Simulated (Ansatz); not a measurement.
Run report: CH7AsBNSi, single-point calculation

System: CH7AsBNSi.
Method: RKS B3LYP-D4/def2-TZVPP (Ansatz 0.2.0).

The geometry comes from this level: PBE0-D4/def2-TZVP. Figures and captions count atoms from 1; the log counts them from 0 in places.

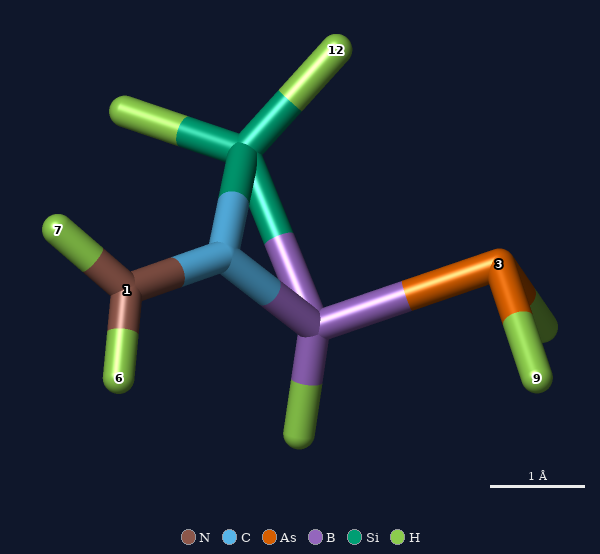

*The structure (stick view, seen at a tilt; atoms are numbered from 1 in the order of the input).*

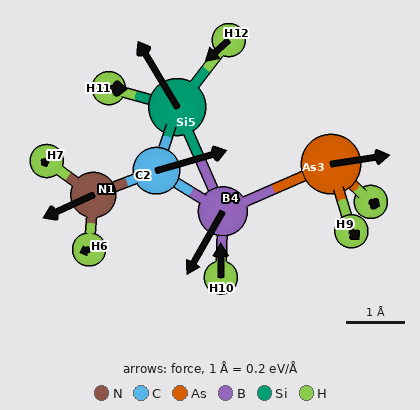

*Forces on the atoms as black arrows (ball-and-stick view, seen at a tilt; atoms are numbered from 1 in the order of the input).*

The largest act on Si5 (0.32 eV/Å); C2 (0.29 eV/Å); B4 (0.26 eV/Å); As3 (0.22 eV/Å), among others. The geometry is not a stationary point of this energy.

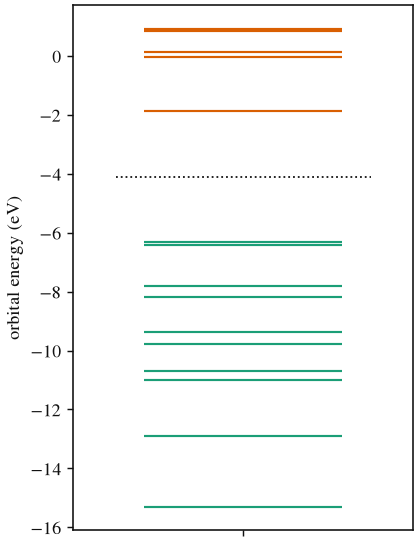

*Orbital energies near the frontier; the dotted line parts filled from empty levels, and levels within 0.02 eV of each other stand side by side.*

Highest filled −6.31 eV, lowest empty −1.88 eV, 4.43 eV apart.

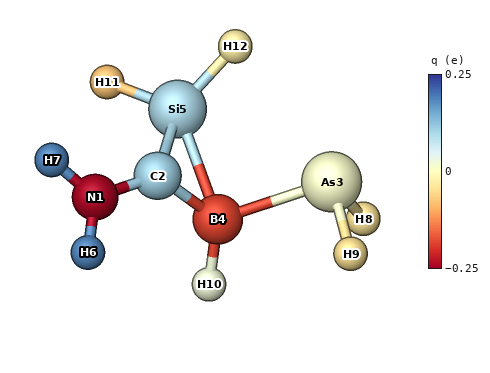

*Mulliken charges, as the colour of each atom (ball-and-stick view, seen at a tilt; atoms are numbered from 1 in the order of the input).*

By element: N −0.24, C +0.11, As +0.01, B −0.18, Si +0.09 and H −0.07 to +0.18 e.

These pictures come from the run below.

## Input file
```yaml
crystal:
  periodic: [false, false, false]
  atoms:
    - {symbol: N, position_ang: [-1.897397, 0.809946, 0.574282]}
    - {symbol: C, position_ang: [-0.652107, 0.500277, 0.283849]}
    - {symbol: As, position_ang: [1.849117, -1.185399, 0.698021]}
    - {symbol: B, position_ang: [0.016091, -0.757096, -0.224290]}
    - {symbol: Si, position_ang: [0.605555, 1.164280, -0.845580]}
    - {symbol: H, position_ang: [-2.579643, 0.090107, 0.764715]}
    - {symbol: H, position_ang: [-2.223317, 1.762825, 0.587221]}
    - {symbol: H, position_ang: [2.309546, -2.140896, -0.394492]}
    - {symbol: H, position_ang: [1.235441, -2.325571, 1.509011]}
    - {symbol: H, position_ang: [-0.585446, -1.674840, -0.704950]}
    - {symbol: H, position_ang: [0.066842, 2.114831, -1.861206]}
    - {symbol: H, position_ang: [1.932320, 1.586337, -0.352481]}
basis:
  gaussian: {orbitals: def2-TZVPP}
hamiltonian: {xc: {name: B3LYP}, dispersion: d4}
output: {forces: true, orbitals: {seedname: orbitals}}
```

Launch command:
```bash
ansatz run in.yaml --threads 4 --pin off --events-out ev --progress --plain --max-ram 10444MiB
```

## Output
```
Functional definition: B3LYP
  name "B3LYP"
  cite "Stephens, Devlin, Chabalowski & Frisch, J. Phys. Chem. 98, 11623 (1994) doi:10.1021/j100096a001"
  cite "Becke, Phys. Rev. A 38, 3098 (1988) doi:10.1103/PhysRevA.38.3098"
  cite "Lee, Yang & Parr, Phys. Rev. B 37, 785 (1988) doi:10.1103/PhysRevB.37.785"
  cite "Vosko, Wilk & Nusair, Can. J. Phys. 58, 1200 (1980) doi:10.1139/p80-159"
  parameter a0 = 0.2
  parameter ax = 0.72
  parameter ac = 0.81
  exchange = (1 - a0 - ax)*slater_x + ax*b88_x + a0*exact_x
  correlation = (1 - ac)*vwn_rpa_c + ac*lyp_c
1624 factors; their error is unknown
mean field evaluation 1: about -72026.3382 eV, gradient 7.0e1 eV
mean field evaluation 2: about -71994.9639 eV, gradient 1.2e2 eV
mean field evaluation 4: about -72037.5580 eV, gradient 1.1e1 eV
mean field evaluation 8: about -72037.9198 eV, gradient 2.9e-1 eV
mean field evaluation 16: about -72038.1296 eV, gradient 6.5e-4 eV
mean field -72038.12959372 eV, -2647.3524333712 hartree, gradient 3.8e-5 eV, S^2 0.000000; 0 other end points of the search recorded, 0 dependent functions left out
the calculation of the forces begins
reference -72038.12989724 eV, -2647.3524445252 hartree; 36, 36 occupied and 245, 245 virtual orbitals, 1624 factors
Total energy: -72038.64650683 eV, -2647.3714295778 hartree
Atom 0 at    -1.897397     0.809946     0.574282 Å, force    -0.210137     0.039049     0.050671 eV/Å
Atom 1 at    -0.652107     0.500277     0.283849 Å, force     0.267930    -0.088797    -0.072348 eV/Å
Atom 2 at     1.849117    -1.185399     0.698021 Å, force     0.161245    -0.094405     0.122831 eV/Å
Atom 3 at     0.016091    -0.757096    -0.224290 Å, force    -0.233620    -0.105848    -0.027276 eV/Å
Atom 4 at     0.605555     1.164280    -0.845580 Å, force     0.065386     0.264934    -0.163811 eV/Å
Atom 5 at    -2.579643     0.090107     0.764715 Å, force    -0.036410     0.010542     0.002755 eV/Å
Atom 6 at    -2.223317     1.762825     0.587221 Å, force    -0.027881     0.000250     0.010337 eV/Å
Atom 7 at     2.309546    -2.140896    -0.394492 Å, force     0.024069    -0.032123    -0.026333 eV/Å
Atom 8 at     1.235441    -2.325571     1.509011 Å, force    -0.002970    -0.040630     0.031213 eV/Å
Atom 9 at    -0.585446    -1.674840    -0.704950 Å, force     0.063369     0.100807     0.043129 eV/Å
Atom 10 at     0.066842     2.114831    -1.861206 Å, force     0.036310    -0.040846     0.066598 eV/Å
Atom 11 at     1.932320     1.586337    -0.352481 Å, force    -0.107291    -0.012934    -0.037767 eV/Å
Dipole moment:    -0.729813     0.450831     0.069960 e Å
```

## Results in brief

- outcome: converged
- total energy: −72038.6465 eV
- mean-field energy: −72038.1299 eV
- dispersion energy: −0.5166 eV
- SCF solution under orbital rotations: stable
- HOMO: −6.31 eV
- LUMO: −1.88 eV
- largest force (length of the vector): 0.318 eV/Å
- dipole moment: 4.13 D
- hardware: 4 threads of Arm Neoverse V1, 23 GiB of memory available, shared host
- wall time: 8.5 s (CPU time 32 s)
- peak memory: 0.97 GiB
